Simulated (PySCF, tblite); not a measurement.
# C₃H₁₂NSi₂ radical: geometry, infrared bands and EPR parameters

What infrared bands and EPR parameters should C₃H₁₂NSi₂ radical (`C[CH]N(C)[SiH2][SiH3]`) show?

The runs use tblite 0.8.0 and PySCF 2.14.0, with density-fitted response routines of our own; the level of theory stands in each step. All values are computed, except where a source is named. Atoms are numbered from 0 throughout.

### Step 1. Starting geometry

18 atoms, charge 0, multiplicity 2; geometry from: force field or distance geometry start.

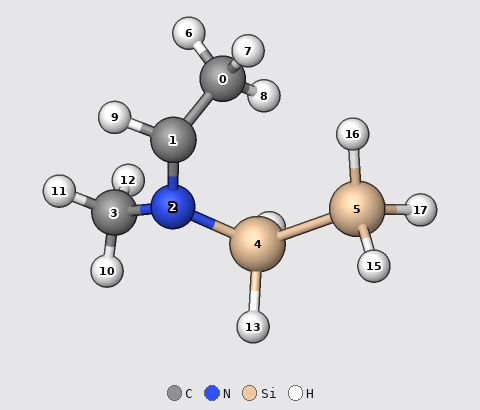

The starting geometry (carbon grey, nitrogen blue, silicon light orange, hydrogen white), atoms numbered; sticks join atoms by distance.

### Step 2. Geometry optimisation with GFN2-xTB

What the job is given:

```
{"job": {"kind": "relax", "xc": "GFN2-xTB", "basis": "xTB"}, "charge": 0, "multiplicity": 2}
C     -0.865800     1.595000    -0.458100
C     -1.086600     0.475200     0.492900
N     -0.586900    -0.797500     0.123000
C     -1.535400    -1.670400    -0.535300
Si     1.021400    -0.898200    -0.512300
Si     2.378800     0.777100    -0.044400
H     -1.822200     1.848300    -1.010300
H     -0.634100     2.516600     0.131500
H     -0.129800     1.387800    -1.242400
H     -2.199200     0.379100     0.648500
H     -1.185100    -2.734900    -0.563700
H     -2.554900    -1.636600    -0.079900
H     -1.658900    -1.402500    -1.597500
H      1.660200    -2.126500     0.035500
H      0.957500    -1.067800    -1.989600
H      3.203500     0.401600     1.126100
H      1.718100     2.062300     0.134200
H      3.310700     0.897800    -1.199400
```

On the command line:

```bash
$ OMP_NUM_THREADS=1 python probes_run.py task.json out
```

One launch serves the whole session: the jobs run in the order shown.

The program printed:

```text
step      E/eV     max force
  0    -512.50383    2.621
  1    -512.72269    1.465
  2    -512.82158    0.918
  3    -512.88742    0.554
  4    -512.94687    0.573
  5    -512.98552    0.534
  6    -513.02052    0.526
  7    -513.05312    0.496
  8    -513.09257    0.509
  9    -513.12589    0.442
 10    -513.14893    0.362
 11    -513.16388    0.284
 12    -513.17598    0.237
 13    -513.18667    0.235
 14    -513.19585    0.244
 15    -513.20496    0.223
 16    -513.21583    0.226
 17    -513.22798    0.261
 18    -513.23922    0.274
 19    -513.24791    0.223
 20    -513.25477    0.182
 21    -513.26088    0.168
 22    -513.26590    0.173
 23    -513.27067    0.165
 24    -513.27633    0.188
 25    -513.28265    0.183
 26    -513.28806    0.174
 27    -513.29159    0.115
 28    -513.29411    0.122
 29    -513.29674    0.127
 30    -513.29949    0.148
 31    -513.30205    0.119
 32    -513.30434    0.108
 33    -513.30670    0.108
 34    -513.30940    0.151
 35    -513.31214    0.197
 36    -513.31452    0.146
 37    -513.31688    0.142
 38    -513.32003    0.146
 39    -513.32330    0.157
 40    -513.32664    0.151
 41    -513.32980    0.143
 42    -513.33333    0.155
 43    -513.33746    0.180
 44    -513.34167    0.204
 45    -513.34531    0.157
 46    -513.34852    0.153
 47    -513.35210    0.130
 48    -513.35643    0.161
 49    -513.36150    0.166
 50    -513.36680    0.212
 51    -513.37201    0.385
 52    -513.37747    0.210
 53    -513.38459    0.258
 54    -513.39003    0.205
 55    -513.39423    0.195
 56    -513.39838    0.133
 57    -513.40125    0.157
 58    -513.40470    0.123
 59    -513.40730    0.122
 60    -513.40963    0.134
 61    -513.41156    0.110
 62    -513.41317    0.116
 63    -513.41470    0.128
 64    -513.41629    0.099
 65    -513.41767    0.086
 66    -513.41877    0.079
 67    -513.41960    0.062
 68    -513.42025    0.057
 69    -513.42075    0.051
 70    -513.42111    0.046
 71    -513.42140    0.043
 72    -513.42167    0.039
 73    -513.42194    0.043
 74    -513.42222    0.039
 75    -513.42250    0.037
 76    -513.42276    0.042
 77    -513.42296    0.038
 78    -513.42311    0.027
 79    -513.42326    0.037
 80    -513.42346    0.038
 81    -513.42369    0.040
 82    -513.42390    0.043
 83    -513.42403    0.034
 84    -513.42413    0.024
 85    -513.42424    0.039
 86    -513.42439    0.049
 87    -513.42458    0.046
 88    -513.42479    0.032
 89    -513.42499    0.035
 90    -513.42516    0.026
 91    -513.42530    0.024
 92    -513.42541    0.024
 93    -513.42553    0.029
 94    -513.42568    0.033
 95    -513.42588    0.039
 96    -513.42614    0.043
 97    -513.42647    0.048
 98    -513.42686    0.058
 99    -513.42731    0.051
100    -513.42783    0.050
101    -513.42839    0.060
102    -513.42898    0.053
103    -513.42952    0.063
104    -513.43000    0.050
105    -513.43044    0.039
106    -513.43076    0.036
107    -513.43094    0.031
108    -513.43104    0.023
109    -513.43113    0.017
110    -513.43122    0.023
111    -513.43132    0.025
112    -513.43142    0.022
113    -513.43150    0.015
114    -513.43155    0.015
115    -513.43159    0.016
116    -513.43162    0.015
117    -513.43166    0.017
118    -513.43172    0.014
119    -513.43179    0.017
120    -513.43184    0.016
121    -513.43188    0.014
122    -513.43191    0.012
123    -513.43194    0.015
124    -513.43198    0.014
125    -513.43201    0.013
126    -513.43204    0.014
127    -513.43208    0.018
128    -513.43215    0.022
129    -513.43223    0.022
130    -513.43232    0.021
131    -513.43239    0.019
132    -513.43246    0.018
133    -513.43253    0.018
134    -513.43259    0.019
135    -513.43266    0.019
136    -513.43274    0.020
137    -513.43284    0.022
138    -513.43295    0.023
139    -513.43308    0.025
140    -513.43319    0.024
141    -513.43327    0.027
142    -513.43335    0.023
143    -513.43342    0.019
144    -513.43349    0.019
145    -513.43356    0.022
146    -513.43363    0.022
147    -513.43369    0.022
148    -513.43375    0.026
149    -513.43381    0.023
150    -513.43388    0.020
151    -513.43392    0.017
152    -513.43397    0.015
153    -513.43401    0.022
154    -513.43408    0.028
155    -513.43420    0.028
156    -513.43435    0.034
157    -513.43450    0.039
158    -513.43466    0.036
159    -513.43485    0.036
160    -513.43490    0.061
161    -513.43519    0.046
162    -513.43536    0.032
163    -513.43563    0.041
164    -513.43576    0.041
165    -513.43606    0.054
166    -513.43613    0.105
167    -513.43714    0.074
168    -513.43791    0.078
169    -513.43355    0.261
170    -513.43871    0.056
171    -513.43928    0.057
172    -513.43927    0.195
173    -513.44159    0.061
174    -513.44263    0.058
175    -513.44119    0.238
176    -513.44454    0.037
177    -513.44525    0.035
178    -513.44546    0.148
179    -513.44637    0.063
180    -513.44638    0.059
181    -513.44692    0.045
182    -513.44717    0.045
183    -513.44748    0.040
184    -513.44785    0.049
185    -513.44818    0.045
186    -513.44861    0.042
187    -513.44909    0.036
188    -513.44936    0.032
189    -513.44963    0.034
190    -513.44993    0.038
191    -513.45025    0.040
192    -513.45058    0.036
193    -513.45084    0.044
194    -513.45109    0.039
195    -513.45141    0.039
196    -513.45179    0.040
197    -513.45221    0.043
198    -513.45262    0.090
199    -513.45303    0.053
200    -513.45347    0.044
201    -513.45402    0.055
202    -513.45463    0.053
203    -513.45512    0.054
204    -513.45546    0.041
205    -513.45580    0.031
206    -513.45608    0.032
207    -513.45624    0.027
208    -513.45645    0.028
209    -513.45661    0.031
210    -513.45674    0.030
211    -513.45690    0.036
212    -513.45706    0.037
213    -513.45722    0.031
214    -513.45735    0.021
215    -513.45743    0.016
216    -513.45748    0.019
217    -513.45752    0.018
218    -513.45756    0.012
219    -513.45759    0.012
220    -513.45761    0.012
221    -513.45763    0.012
222    -513.45766    0.014
223    -513.45769    0.017
224    -513.45772    0.016
225    -513.45777    0.017
226    -513.45783    0.021
227    -513.45791    0.028
228    -513.45800    0.030
229    -513.45810    0.026
230    -513.45819    0.021
231    -513.45826    0.017
232    -513.45833    0.032
233    -513.45841    0.044
234    -513.45852    0.046
235    -513.45866    0.033
236    -513.45878    0.022
237    -513.45889    0.019
238    -513.45898    0.029
239    -513.45905    0.037
240    -513.45914    0.026
241    -513.45921    0.013
242    -513.45926    0.014
243    -513.45928    0.012
244    -513.45932    0.012
245    -513.45934    0.010
246    -513.45937    0.010
```

It took 1.5 s on 1 thread of Arm Neoverse V2, shared host.

Step by step: (not every step is listed)

```csv
step,energy from step 0 (eV),largest force (eV/Å)
0,0.0000,2.6212
1,-0.2189,1.4648
2,-0.3178,0.9185
3,-0.3836,0.5542
4,-0.4430,0.5734
5,-0.4817,0.5338
6,-0.5167,0.5263
7,-0.5493,0.4960
8,-0.5887,0.5088
31,-0.7982,0.1189
54,-0.8862,0.2054
77,-0.9191,0.0376
100,-0.9240,0.0504
123,-0.9281,0.0146
146,-0.9298,0.0216
169,-0.9297,0.2608
192,-0.9467,0.0364
215,-0.9536,0.0156
238,-0.9552,0.0287
241,-0.9554,0.0135
242,-0.9554,0.0145
243,-0.9555,0.0120
244,-0.9555,0.0116
245,-0.9555,0.0104
246,-0.9555,0.0102
```

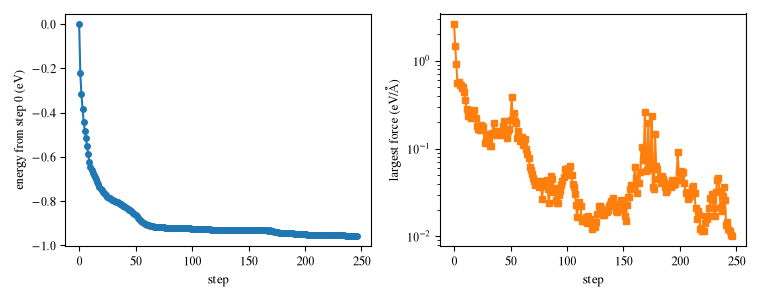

Energy and largest force along the relaxation.

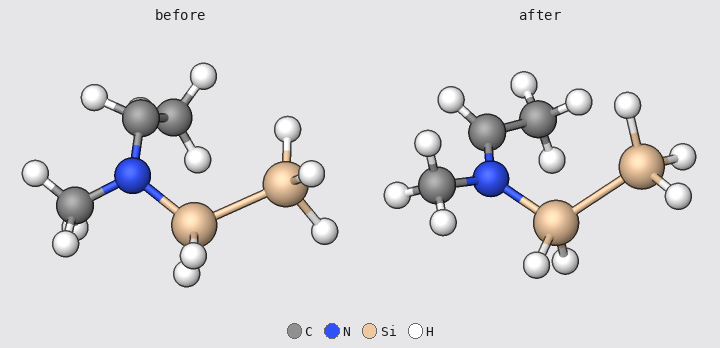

The geometry before (left) and after (right).

Close pairs (by a distance rule), those that changed most:

```csv
bond,before (Å),after (Å),change (Å)
Si4–Si5,2.206,2.312,+0.105
C1–H9,1.128,1.077,-0.051
C0–H6,1.133,1.088,-0.045
C1–N2,1.416,1.375,-0.041
C3–H10,1.121,1.086,-0.035
C3–H11,1.117,1.094,-0.023
Si5–H17,1.489,1.467,-0.022
Si4–H13,1.489,1.469,-0.020
```

The final coordinates are the input of the step that follows.

### Step 3. Harmonic vibrations with GFN2-xTB

What the job is given:

```
{"job": {"kind": "ir", "xc": "GFN2-xTB", "basis": "xTB"}, "charge": 0, "multiplicity": 2}
C     -0.848787     1.749397    -0.989914
C     -1.434146     0.479640    -0.510104
N     -0.704895    -0.685868    -0.488319
C     -1.432944    -1.828995     0.008287
Si     0.984074    -0.776514    -0.911479
Si     2.339544     0.604272     0.353253
H     -1.619845     2.515026    -1.035500
H     -0.046137     2.117868    -0.333518
H     -0.416345     1.635092    -1.985535
H     -2.354008     0.488518     0.049096
H     -0.797627    -2.709882    -0.001708
H     -1.779215    -1.656287     1.032060
H     -2.307350    -2.023109    -0.618624
H      1.275054    -2.206539    -0.743219
H      1.103342    -0.516681    -2.363631
H      3.603316    -0.046787     0.715972
H      1.729294     1.021384     1.623124
H      2.697917     1.845784    -0.341418
```

The program printed:

```text
mode    cm-1     km/mol
  1     -38.4      0.69
  2      79.6      2.33
  3     100.8      0.62
  4     115.7      1.35
  5     129.0      1.09
  6     161.3      0.39
  7     219.0      2.13
  8     247.0     13.66
  9     316.7      9.01
 10     341.5     21.75
 11     375.1     56.85
 12     432.5     33.38
 13     459.3      3.31
 14     471.7      0.12
 15     495.0      0.61
 16     621.8     20.88
 17     661.1     15.59
 18     723.3    721.17
 19     786.3    300.62
 20     807.4     80.71
 21     822.8    121.51
 22     825.9    170.92
 23     971.3      2.88
 24    1009.3      8.95
 25    1079.8      7.11
 26    1093.5      2.58
 27    1137.9     38.57
 28    1198.9     29.76
 29    1312.4      7.90
 30    1397.2     39.52
 31    1407.2     13.47
 32    1426.1     14.77
 33    1473.1      3.52
 34    1478.3      2.23
 35    1485.3      7.95
 36    1498.6      7.17
 37    2076.5    296.39
 38    2184.7    128.67
 39    2201.4    390.94
 40    2216.8    524.00
 41    2221.3    214.49
 42    2821.8     65.94
 43    2926.6     39.37
 44    2955.8     58.17
 45    2966.4     28.39
 46    3035.4     28.78
 47    3043.3     21.03
 48    3093.7     45.90
```

Run time: 0.54 s. Hardware: 1 thread of Arm Neoverse V2, shared host.

Which atoms move in the most intense modes:

```csv
cm⁻¹,km/mol,atoms
723,721.2,"H13 45 %, H14 25 %, Si4 11 %"
786,300.6,"H13 38 %, H14 19 %, H17 13 %, H16 12 %"
826,170.9,"H16 55 %, H15 26 %, H17 14 %"
2076,296.4,H14 95 %
2185,128.7,H13 85 %
2201,390.9,H16 84 %
2217,524.0,"H15 77 %, H17 15 %"
2221,214.5,"H17 74 %, H15 16 %"
```

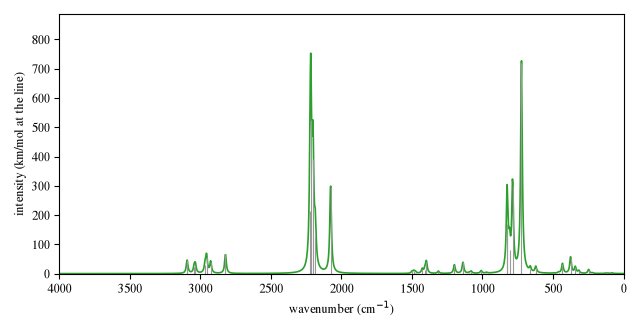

The infrared spectrum from these modes, unscaled. Lines are broadened to a width of 14 cm⁻¹ (Lorentzian).

### Step 4. EPR parameters: B3LYP/pcH-1

Settings changed since step 3:

```diff
@@ -1,2 +1,2 @@
-{"job": {"kind": "ir", "xc": "GFN2-xTB", "basis": "xTB"}, "charge": 0, "multiplicity": 2}
+{"job": {"kind": "epr", "basis": "pcH-1"}, "charge": 0, "multiplicity": 2}
 C     -0.848787     1.749397    -0.989914
```

With the program's defaults for keys left out, this is: UKS B3LYP, pcH-1 on C H N Si, non-relativistic, mean-field spin-orbit, GIAO.

The program printed:

```text
UKS, coarse grid
  cycle   1  E = -755.22624035  |g| = 3.05e-01
  cycle   2  E = -755.20516079  |g| = 3.55e-01
  cycle   3  E = -755.26754030  |g| = 6.78e-02
  cycle   4  E = -755.26920105  |g| = 3.27e-02
  cycle   5  E = -755.26966560  |g| = 8.78e-03
  cycle   6  E = -755.26969767  |g| = 3.32e-03
  cycle   7  E = -755.26970467  |g| = 1.25e-03
  cycle   8  E = -755.26970573  |g| = 2.64e-04
UKS, final grid
  cycle   1  E = -755.26964581  |g| = 2.35e-04
  cycle   2  E = -755.26964581  |g| = 2.54e-04
  cycle   3  E = -755.26964584  |g| = 5.06e-05
  cycle   4  E = -755.26964584  |g| = 1.79e-05
E = -755.26964584 Eh   <S^2> = 0.7533 (exact 0.7500)
g shifts (ppm)      1          2          3
  rmc          -155       -155       -155
  gc             -0         27         24
  oz_so          22        951       1264
  total        -133        823       1133
hyperfine (MHz)  atom isotope    a_iso     a_fc   dipolar eigenvalues
    0   13C     -28.20     -28.21     -1.32     -0.97      2.29
    1   13C      89.69      89.76    -67.83    -67.18    135.02
    2   14N       4.69       4.72     -9.26     -8.56     17.82
    3   13C      -6.31      -6.31     -1.43     -0.72      2.15
    4  29Si       3.13       3.11     -3.36      1.39      1.97
    5  29Si     -31.45     -31.48     -3.07      1.40      1.67
    6    1H       7.70       7.70     -4.90     -3.57      8.47
    7    1H     115.29     115.29     -3.71     -3.49      7.20
    8    1H      65.00      65.00     -4.18     -3.91      8.09
    9    1H     -45.75     -45.77    -32.77      1.19     31.58
   10    1H      -1.03      -1.03     -2.89     -2.23      5.13
   11    1H      19.41      19.41     -3.27     -2.68      5.95
   12    1H      15.64      15.64     -3.89     -2.89      6.77
   13    1H      -0.69      -0.69     -2.26     -1.59      3.85
   14    1H      27.30      27.30     -2.04     -1.62      3.66
   15    1H       6.14       6.14     -0.73     -0.57      1.30
   16    1H       0.07       0.07     -1.29     -1.03      2.32
   17    1H       0.23       0.23     -1.22     -0.46      1.69
```

Run time: 74 s. Hardware: 1 thread of Arm Neoverse V2, shared host; peak memory 0.97 GiB.

Principal g values 2.00219, 2.00314, 2.00345; g(iso) = 2.00293, against 2.00232 for a free electron.

Hyperfine couplings; where a row names several nuclei, a(iso) is their mean (it holds for fast rotation or exchange) and the dipolar term the largest among them:

```csv
nuclei,isotope,a(iso) (MHz),"a(iso) (G, at g = 2.0023)",largest dipolar term (MHz)
C1,13C,89.7,32.0,135.0
"H6, H7, H8",1H,62.7,22.4,8.5
H9,1H,-45.8,-16.3,-32.8
Si5,29Si,-31.5,-11.2,-3.1
C0,13C,-28.2,-10.1,2.3
"H13, H14",1H,13.3,4.7,3.8
"H10, H11, H12",1H,11.3,4.0,6.8
C3,13C,-6.3,-2.3,2.1
N2,14N,4.7,1.7,17.8
Si4,29Si,3.1,1.1,-3.4
"H15, H16, H17",1H,2.1,0.8,2.3
```

Mulliken spin populations:

C0 -0.07; C1 0.83; N2 0.11; C3 -0.01; Si4 0.02; Si5 0.02; H6 0.00; H7 0.06; H8 0.03; H9 -0.04; H10 0.00; H11 0.02; H12 0.02; H13 0.00; H14 0.02; H15 0.01; H16 0.00; H17 0.00

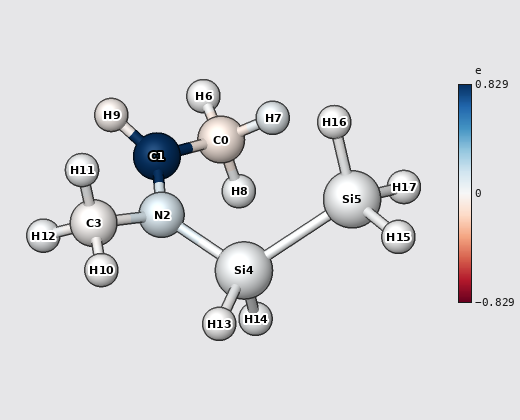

Mulliken spin populations, as colours on the atoms.

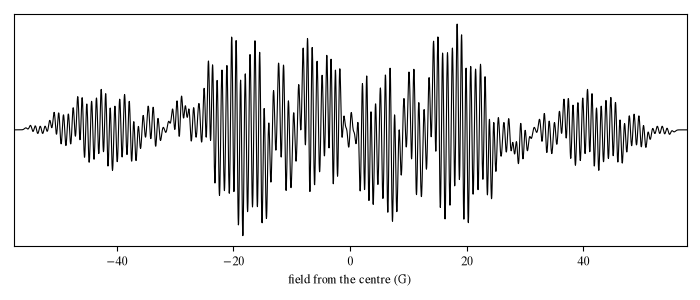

First-order isotropic spectrum (first derivative, main isotopes with spin only, couplings over 0.8 MHz, Gaussian width 0.3 G; couplings of the frozen geometry, rotation of groups not averaged beyond the rows shown).

The fields below are evaluated on a grid from the run's orbitals.

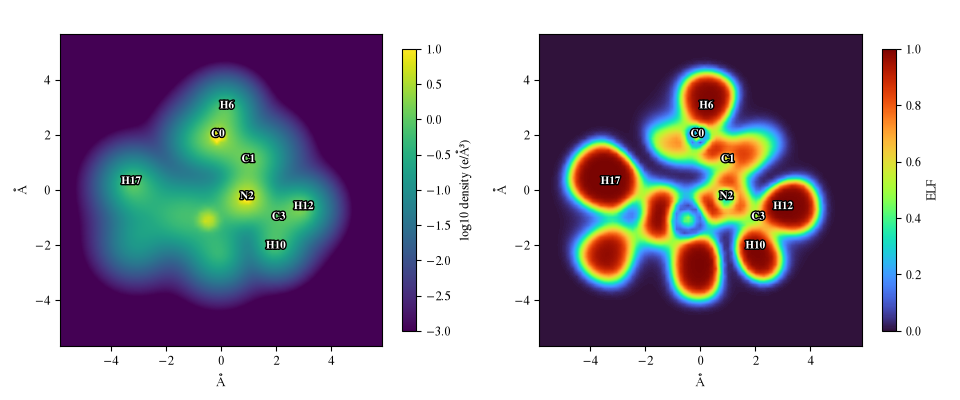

Density (left) and ELF (right) in a plane through or near 8 of the atoms.

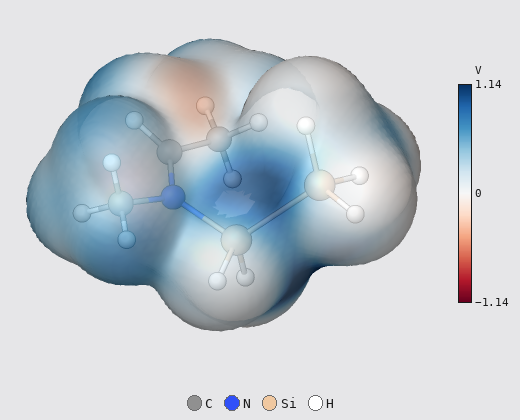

The potential that a unit positive charge feels on the 0.002 e/bohr³ surface, from -0.72 V near C1 to 1.14 V near H15.

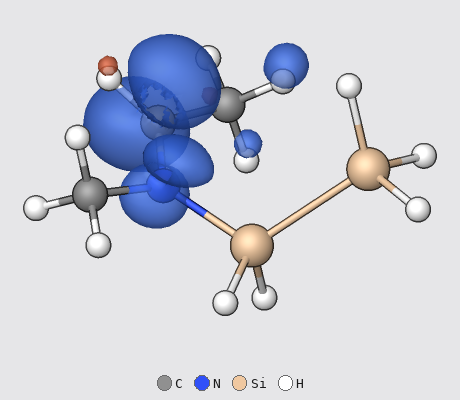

Spin density at ±0.04 e/Å³ (alpha excess blue, beta excess red).

### Step 5. Outcome

| quantity | value |
| --- | --- |
| strongest single infrared mode (GFN2-xTB) | 723 cm⁻¹, 721 km/mol |
| zero-point energy (GFN2-xTB) | 84.2 kcal/mol |
| g(iso) (B3LYP) | 2.00293 |
| ⟨S²⟩ | 0.753 (exact 0.75) |
| largest a(iso) (averaged by class) | 13C on C1, 89.7 MHz |
| surface potential, least and greatest | -0.72 V and 1.14 V |

What this shows: The optimisation took 246 steps and gained 0.956 eV; among the close pairs (by a distance rule), Si4–Si5 changed most, from 2.206 to 2.312 Å. The lowest mode is imaginary (38i cm⁻¹), so the xTB geometry is not a minimum. The strongest single mode, at 723 cm⁻¹, is carried by H13, H14, Si4. Unscaled tight-binding wavenumbers are off by several per cent, some by more. Its intensities can rank the bands wrongly. Most of the unpaired spin sits on C1 (0.83 e). The isotropic g lies 0.6 ppt above the free-electron value.
